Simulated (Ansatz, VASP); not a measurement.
# YbOs in two plane-wave programs

Wanted: the spread between two codes on one cell, functional and k mesh. The cell is invented: As first built, before any earlier steps moved the atoms: it takes the YbPd structure with some of its atoms replaced by other elements, volume scaled by an estimate. It may not be a known or stable phase. The cell comes out of the VASP series on this material, whose earlier steps may have relaxed, scaled or displaced it; both programs get it as it stands.

Method: plane waves, with VASP 6.6.1 beside it; relaxation of cell and atoms at PBE, in Ansatz 0.2.0.

## Step 1: Starting point

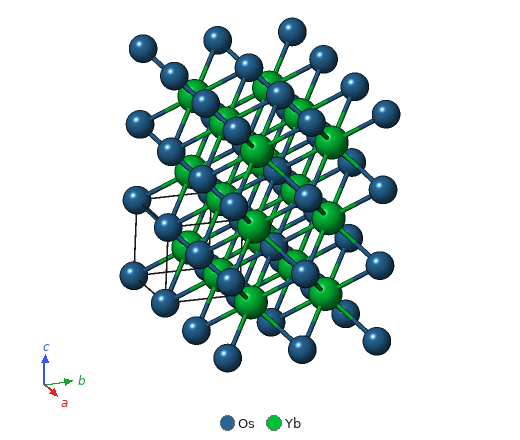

The starting structure, seen slightly off an axis (osmium blue, ytterbium green). 3×2×3 cells are drawn. Some periodic images of atoms are drawn too.

## Step 2: Ansatz: relaxation of cell and atoms, PBE

Ansatz runs on its default PAW (the set named soft_2) files.

The relaxed volume is the usual yardstick between codes: its relative difference is about their pressure difference at one cell divided by the bulk modulus.

The input, input.yaml:

```yaml
crystal:
  lattice:
    - [3.356072377, 0.0, 0.0]
    - [0.0, 3.356072377, 0.0]
    - [0.0, 0.0, 3.356072377]
  atoms:
    - { symbol: Os, position: [0.0, 0.0, 0.0], spin: 1.0 }
    - { symbol: Yb, position: [0.5, 0.5, 0.5], spin: 1.0 }
hamiltonian:
  xc: pbe
  pseudopotentials: { kind: paw }
magnetization:
  spin_polarized: true
kpoints:
  mp_grid: { grid: [7, 7, 7] }
scf:
  occupations: { method: methfessel_paxton, width: 0.2 }
relax:
  f_tol: 0.01
  max_steps: 60
  cell: { stress_tol: 0.05 }
output:
  forces: true
  stress: true
  write_density: true
  write_potential: true
  elf: true
  volumetric_format: npy
```

On the command line:

```bash
$ ansatz run input.yaml --threads 4 --pin off --max-ram 9216MiB --backend cpu --events-out ev --progress --plain --runs-dir out
```

Numbers of over 12 decimals in the logs are rounded to 6 here.

What it wrote:

```text
Warning: where an SCF of this run starts from atoms to list the orders of its open shells, Yb (site 1, from 0) starts with 0.44 μB on its 4f shell and 0.44 μB on its 5d shell, in the place of the 1.00 μB that the deck gives it: its open shells can hold no more by Hund's first rule. To start from spheres of the given moment, type scf.initial_density.shell_occupations: []
Engine: ansatz 0.2.0, aarch64-unknown-linux-gnu
Pseudopotentials: kind: paw
Pseudopotential: Os, paw, valence charge 16, recommended cutoff 420 eV (normal), Os.paw.azcp
Pseudopotential: Yb, paw, valence charge 24, recommended cutoff 420 eV (normal), Yb.paw.azcp
Functional definition: PBE
  parameter kappa = 0.804
  parameter beta = 0.066725
  exchange = pbe_x(kappa = kappa, mu = beta*pi^2/3)
  correlation = pbe_c(beta = beta)
Crystal: 2 atoms, lattice volume = 37.800 Å³
Basis set: ecut = 420 eV, 739 PW (Γ), exchange–correlation on 48×48×48 points (8 copies of the dense FFT grid, shifted against one another)
Bands: 26, of which v1, the nominal top of the filled ones, is band 20 counted from 1 (19 counted from 0)
Symmetry: 48 space group operations
Space group: Pm-3m (ITA 221), of the structure as read, at distance tolerance 3.4e-5 Å
Magnetic group: BNS 221.92 (UNI 1594), of the structure as read, at distance tolerance 3.4e-5 Å
k-points: 20 of 343
Non-local potential: Os, projectors of the file, l = 0: 3, l = 1: 2, l = 2: 2, l = 3: 1
Non-local potential: Yb, projectors of the file, l = 0: 3, l = 1: 2, l = 2: 2, l = 3: 3
PAW form: soft (Blöchl's): semilocal exchange-correlation on the pseudo side does not see the compensation charge
PAW one-centre angular grid: Os, 590 points (default); XC on 64 Gauss nodes
PAW one-centre angular grid: Yb, 590 points (default); XC on 64 Gauss nodes
Initial density: superposition of atomic densities (chi_scale 0.1, normalization cell)
Starting moments: Σ|m| = 2 μB on 2 of 2 sites
Initial wavefunctions: pseudopotential atomic-orbital guess
Functional: x = pbe(κ = 0.804, μ = 0.219515), c = pbe(β = 0.066725)
iter 1 solved again at ethr=2.46e-3 eV; its pass at ethr=3.10e-3 eV (dr2=9.83e-1 eV) is discarded
SCF iter   1: F=—  HF=-25178.490879 eV  |F-HF|=—  |Δ(HF+E_count)|=         —  Δρ=4.18e-2 (↑4.18e-2 ↓2.32e-2)  dr2=9.84e-1  dr2_m=6.32e-2  M=1.219 μB ∫|m|=1.219 μB  β_m=0.30  ethr=2.46e-3  ⟨swp⟩=1.1  Hψ=6009  notcnv=0
Mixer restart at iter 1: flushing history
preconditioner: auto → Kerker (q_TF=auto, 2.754 Å⁻¹)  [metal: Δε(μ)=0.055 eV  Ē_g=9.904 eV  σ=0.200 eV  W_gap=0.15  n_scr=18 (ndim 8)  ℏωp=33.1 eV  f_vac=0.000  D(μ)=4.09/eV (n_scr^D=56)]
spin=Collinear: Kerker preconditioning applied to the charge; magnetization (m = ρ↑ − ρ↓) channel mixes plain (no charge-response kernel on spin).
SCF iter   2: F=—  HF=-25178.446728 eV  |F-HF|=—  |Δ(HF+E_count)|=   4.42e-2  Δρ=2.38e-2 (↑2.38e-2 ↓1.24e-2)  dr2=2.29e-1  dr2_m=3.61e-2  M=1.153 μB ∫|m|=1.153 μB  β_m=0.36  ethr=2.46e-3  ⟨swp⟩=3.4  Hψ=2208  notcnv=0
SCF iter   3: F=—  HF=-25178.606776 eV  |F-HF|=—  |Δ(HF+E_count)|=         —  Δρ=2.98e-2 (↑2.98e-2 ↓1.93e-2)  dr2=2.36e-1  dr2_m=1.50e-1  M=0.583 μB ∫|m|=0.583 μB  β_m=0.36  ethr=5.72e-4  ⟨swp⟩=2.2  Hψ=1847  notcnv=0
Mixer restart at iter 3: flushing history
SCF iter   4: F=—  HF=-25178.730340 eV  |F-HF|=—  |Δ(HF+E_count)|=   1.24e-1  Δρ=2.00e-2 (↑2.00e-2 ↓1.66e-2)  dr2=1.37e-1  dr2_m=8.72e-2  M=0.475 μB ∫|m|=0.475 μB  β_m=0.68  ethr=5.72e-4  ⟨swp⟩=2.0  Hψ=1480  notcnv=0  defer=3
SCF iter   5: F=—  HF=-25178.900584 eV  |F-HF|=—  |Δ(HF+E_count)|=   1.70e-1  Δρ=1.35e-2 (↑1.35e-2 ↓1.01e-2)  dr2=2.28e-1  dr2_m=8.63e-3  M=0.266 μB ∫|m|=0.266 μB  β_m=0.57  ethr=3.43e-4  ⟨swp⟩=2.1  Hψ=1900  notcnv=0  defer=32
SCF iter   6: F=—  HF=-25178.835520 eV  |F-HF|=—  |Δ(HF+E_count)|=   6.51e-2  Δρ=5.04e-3 (↑3.32e-3 ↓5.04e-3)  dr2=1.84e-2  dr2_m=2.75e-3  M=0.124 μB ∫|m|=0.132 μB  β_m=0.70  ethr=3.43e-4  ⟨swp⟩=2.7  Hψ=2121  notcnv=0  defer=40
SCF iter   7: F=—  HF=-25178.831242 eV  |F-HF|=—  |Δ(HF+E_count)|=   4.28e-3  Δρ=4.68e-3 (↑1.97e-3 ↓4.68e-3)  dr2=6.21e-3  dr2_m=2.68e-3  M=0.059 μB ∫|m|=0.068 μB  β_m=0.85  ethr=4.60e-5  ⟨swp⟩=2.0  Hψ=1779  notcnv=0  defer=39
SCF iter   8: F=—  HF=-25178.846669 eV  |F-HF|=—  |Δ(HF+E_count)|=   1.54e-2  Δρ=4.51e-3 (↑1.24e-3 ↓4.51e-3)  dr2=1.05e-2  dr2_m=1.76e-3  M=0.027 μB ∫|m|=0.035 μB  β_m=0.93  ethr=1.55e-5  ⟨swp⟩=2.1  Hψ=1474  notcnv=0  defer=39
SCF iter   9: F=—  HF=-25178.848613 eV  |F-HF|=—  |Δ(HF+E_count)|=   1.94e-3  Δρ=1.09e-3 (↑1.09e-3 ↓8.98e-4)  dr2=2.40e-3  dr2_m=3.68e-5  M=-0.000 μB ∫|m|=0.005 μB  β_m=0.96  ethr=1.55e-5  ⟨swp⟩=2.2  Hψ=1886  notcnv=0  defer=38
SCF iter  10: F=—  HF=-25178.848748 eV  |F-HF|=—  |Δ(HF+E_count)|=   1.35e-4  Δρ=6.75e-4 (↑4.60e-4 ↓6.75e-4)  dr2=6.71e-4  dr2_m=2.57e-5  M=-0.009 μB ∫|m|=0.009 μB  β_m=0.98  ethr=5.99e-6  ⟨swp⟩=1.6  Hψ=1561  notcnv=0  defer=38
SCF iter  11: F=—  HF=-25178.848887 eV  |F-HF|=—  |Δ(HF+E_count)|=   1.39e-4  Δρ=2.66e-4 (↑9.51e-5 ↓2.66e-4)  dr2=1.46e-5  dr2_m=1.00e-5  M=-0.002 μB ∫|m|=0.002 μB  β_m=0.99  ethr=1.68e-6  ⟨swp⟩=2.1  Hψ=1673  notcnv=0  defer=38
[...]
SCF iter  23: F=—  HF=-25178.799636 eV  |F-HF|=—  |Δ(HF+E_count)|=   7.31e-9  S|Δr|=    0.00e0  Δρ=1.01e-5 (↑1.01e-5 ↓7.10e-6)  dr2=1.15e-7  dr2_m=9.42e-10  M=0.000 μB ∫|m|=0.000 μB  β_m=0.95  ethr=1.00e-12  ⟨swp⟩=2.5  Hψ=2074  notcnv=0  defer=40
iter 24 did not close the SCF: its close was put off for a magnetic moment that had not settled (scf_convergence_deferred on its scf_iter line)
SCF iter  24: F=-25178.799636 eV  HF=-25178.799636 eV  |F-HF|=6.37e-9  |Δ(HF+E_count)|=   5.18e-9  S|Δr|=    0.00e0  Δρ=1.43e-6 (↑7.58e-7 ↓1.43e-6)  dr2=1.64e-9  dr2_m=5.85e-11  M=0.000 μB ∫|m|=0.000 μB  β_m=0.82  ethr=1.00e-12  ⟨swp⟩=5.3  Hψ=6512  notcnv=0
SCF iter  25: F=-25178.799636 eV  HF=-25178.799636 eV  |F-HF|=7.31e-10  |Δ(HF+E_count)|=  6.26e-10  S|Δr|=    0.00e0  Δρ=5.88e-7 (↑5.88e-7 ↓3.69e-7)  dr2=2.93e-10  dr2_m=4.87e-12  M=0.000 μB ∫|m|=0.000 μB  ethr=1.00e-12  ⟨swp⟩=5.1  Hψ=6271  notcnv=0
WARN: the starting moments were not kept: the SCF closed with an absolute magnetisation of 6.5e-6 μB, where they sum to 2 μB in size (2 sites). That is at most 0.1 of that sum. Measured as dr2_m measures the in/out step, that magnetisation stands 4.9e-11 eV from none, at or under the dr2_threshold of 1.0e-7 eV: it is no larger than a step whose dr2_m would equal this threshold. The system may hold no moment; this SCF [...]
SCF 1 converged in 25 iterations: F = -25178.799636 eV  dr2 = 2.93e-10
  greatest PAW one-centre occupation: 1.000 electrons in one spin orbital (limit 2), on the Os atom at site 0 (counted from 0), in its partial waves of l = 0
relax step   1: F+E_penalty+E_count = -25178.79963581 eV  Δ(F+E_penalty+E_count) = +0.000e0 eV  max|allowed force component| = 4.891e-29 eV/Å  Δτ_max = 0.0000 Å  P = -0.401 GPa  Ω = 37.800 Å³  (25 SCF iters, dr2 threshold 1.00e-7 eV, accepted)
[...]
relax step   2: F+E_penalty+E_count = -25178.79941241 eV  Δ(F+E_penalty+E_count) = +2.234e-4 eV  max|allowed force component| = 5.259e-30 eV/Å  Δτ_max = 0.0000 Å  P = +0.694 GPa  Ω = 37.473 Å³  energy of the carried Pulay correction = +6.634e-5 eV  (12 SCF iters, dr2 threshold 2.00e-7 eV, rejected (line search))
[...]
relax step   3: F+E_penalty+E_count = -25178.79981273 eV  Δ(F+E_penalty+E_count) = -1.769e-4 eV  max|allowed force component| = 4.273e-30 eV/Å  Δτ_max = 0.0000 Å  P = -0.004 GPa  Ω = 37.680 Å³  energy of the carried Pulay correction = +2.437e-5 eV  (12 SCF iters, accepted)
[...]
relax step   4: F+E_penalty+E_count = -25178.79976888 eV  Δ(F+E_penalty+E_count) = +4.385e-5 eV  max|allowed force component| = 6.442e-30 eV/Å  Δτ_max = 0.0000 Å  P = -0.002 GPa  Ω = 37.680 Å³  stress off target by 1.60e-3 GPa  SCF on the basis re-selected at this cell (its energy is not comparable with the rows above)  (8 SCF iters)
basis re-selected at this cell: Δ(F+E_penalty+E_count) = +4.385e-5 eV, ΔP = +0.002 GPa vs the last step (what re-selecting the basis moved, of the pressure what is left beyond the Pulay correction that the steps carried, after the strain that the cell walked since its last selection, with what the two solves' SCF thresholds leave and, on support functions, any second-order correction that the steps lacked; it is no m [...]
SCF converged after 8 iterations
Stability not checked: this state was not tested for a lower state beside it, because cold or Methfessel-Paxton smearing, or corrected tetrahedra, fill the levels in a way that the test cannot read (fill_not_monotonic; see scf.lower_state_search)
Magnetization: 0.0000 μB (20.0000 up, 20.0000 down)
Absolute magnetization: 0.0000 μB (∫|ρ↑−ρ↓|, with the PAW one-centre terms)
Spin contamination: 0.0000 ħ² per cell (⟨S²⟩ above its minimum at these occupations)
Per-site moments (μB) at R_I (Å): [(4.0737767759080165e-7, 1.197634), (7.104811014375757e-7, 1.197634)]
Free energy (F): -25178.799769 eV
Harris-Foulkes:  -25178.799769 eV  (|F-HF|=1.09e-11)
Internal energy: -25178.823942 eV  (E = F + TS)
E sigma→0 (E₀):  -25178.805812 eV
Entropy (-TS):   0.024173 eV (12.087 meV/atom)
Fermi energy:    19.204959 eV
--- Per-component energies (eV) ---
  E_band       = 60.903601
  E_kinetic    = 935.219592
  E_local      = -6079.398422  (includes V_loc(G=0)·N_el)
  E_nonlocal   = 519.207764
  E_hartree    = 2625.073426
  E_xc         = -436.641453
  E_vxc        = -496.066145  (∫ρ·V_xc dr)
  E_paw        = -16349.930446  (= ΣΔE_a)
  E_vpaw       = -68.205988  (= ΣTr[D̂ρ^β])
  E_aug_tail   = -0.000077  (compensation charges beyond the density's cutoff)
  E_ewald      = -6392.354327
  E_smearing   = 0.024173  (= −TS)
  E_closure    = 0.000000  (closes the sum)
  Σ components = -25178.799769   (vs F -25178.799769, Δ=0.00e0)
--- Forces (eV/Å), atoms counted from 1 ---
  atom   1  Os    -0.00000000     0.00000000    -0.00000000
  atom   2  Yb     0.00000000     0.00000000     0.00000000
  max |Σ_I F_I| component: 1.24e-29 eV/Å
--- Stress (GPa, compression-positive) ---
       -0.001595       0.000000       0.000000
        0.000000      -0.001595      -0.000000
        0.000000      -0.000000      -0.001595
  P = ⅓ Tr σ = -0.0016 GPa (-0.016 kbar)
--- Band table (eV; the first three rows and the last of 40) ---
  k-point 0 ↑: bands = [... 16 lower, 18.6958, 18.6958, 18.7814, 18.7814, 18.7814, 23.8133, 23.8133, 28.0832, ... 2 higher]
  k-point 1 ↑: bands = [... 16 lower, 18.6717, 18.6720, 18.9720, 18.9720, 19.0824, 23.2974, 23.8342, 25.9004, ... 2 higher]
  k-point 2 ↑: bands = [... 16 lower, 18.7037, 18.7483, 19.1397, 19.1397, 19.4731, 22.1616, 22.7927, 24.1811, ... 2 higher]
  k-point 19 ↓: bands = [... 16 lower, 18.6914, 18.7153, 18.8857, 18.9441, 18.9441, 20.8873, 20.8873, 24.8129, ... 2 higher]
--- Relaxed structure (3 steps of the walk, 2 accepted, 1 SCFs on fresh bases) ---
  F+E_penalty+E_count = -25178.79976888 eV   max|allowed force component| = 6.442e-30 eV/Å   (the final SCF, on the basis selected at the relaxed cell)
  cell:  # Å, volume = 37.6798 Å³
    - [3.352506, 0.0, 0]
    - [0.0, 3.352506, 0.0]
    - [0, 0.0, 3.352506]
  atoms:
    - { symbol: Os, position: [0, 0, 0] }
    - { symbol: Yb, position: [0.5, 0.5, 0.5] }
```

The job ended after 6.7 s (4 threads of Arm Neoverse V1, shared host; peak memory 0.36 GiB; 22 s of CPU time).

[end of part 1 of 2]

[Lines on the potential files, build, host, timing and source positions are cut from VASP's logs without a mark.]

[Logs are printed without paths, hosts, clocks, repeated set-up lines and the standing remarks that a program may print on its own settings, such as how far it seeks lower states.]

[Hosts, paths, dates, database ids (printed as entryN), source tags and the programs' standing remarks are cut or masked in the printed files.]
